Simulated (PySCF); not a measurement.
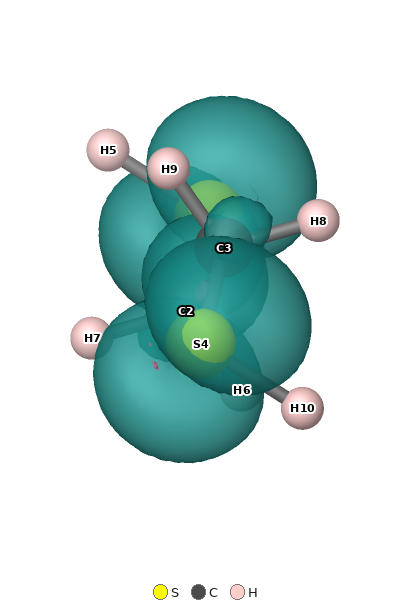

The picture shows: C2H6S2 (SMILES SCC[SH+]) (charge +1, doublet). Isosurfaces of the spin density (α minus β) at +0.02 (teal) and −0.02 e/Å³ (pink), seen at an oblique angle.

Geometry: PBE0-D3(BJ)/ma-def2-SVP.

Computed with DFT single point, gas phase, functional wB97X in PySCF 2.14.0, density-fitted response routines.

```xyz
10

S     1.8293   -0.7187    0.9547
C     0.4867   -0.5991   -0.2103
C    -0.4793    0.6026    0.1686
S    -1.8227    0.7209   -0.9956
H     2.6331    0.2330    0.4162
H    -0.0618   -1.5494   -0.1499
H     0.8681   -0.4634   -1.2308
H    -0.8598    0.4677    1.1894
H     0.0693    1.5528    0.1070
H    -2.6276   -0.2278   -0.4534
```

Describe the spin distribution.

The unpaired spin (1 electron) lies mostly on S1 (about 0.4) and S4 (about 0.4), in electrons by Hirshfeld's partition.
